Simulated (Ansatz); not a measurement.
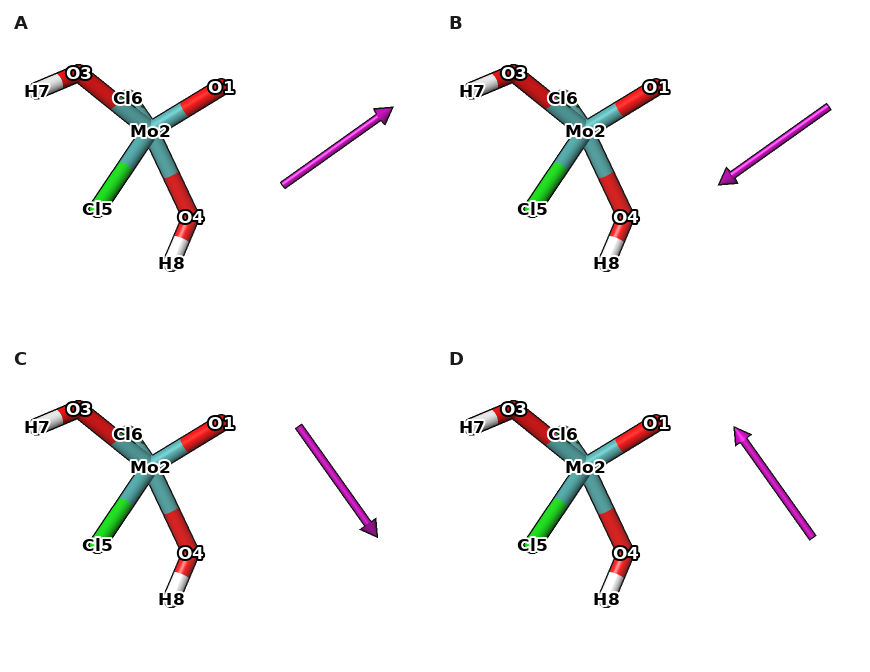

The same molecule four times, each with an arrow. The species is neutral and a spin singlet. Computed geometry: PBE0-D4/def2-TZVP optimisation. No frequency run is at hand to confirm it as a minimum. Properties computed with RKS ωB97M-V/def2-TZVPP, core potentials on Mo (Ansatz 0.2.0).

Which arrow points along the dipole moment, from the negative to the positive end?

Answer. B. The dipole moment is 1.80 D; it points from the side of O1 to the side of Cl5 (the outermost atoms at the two ends).
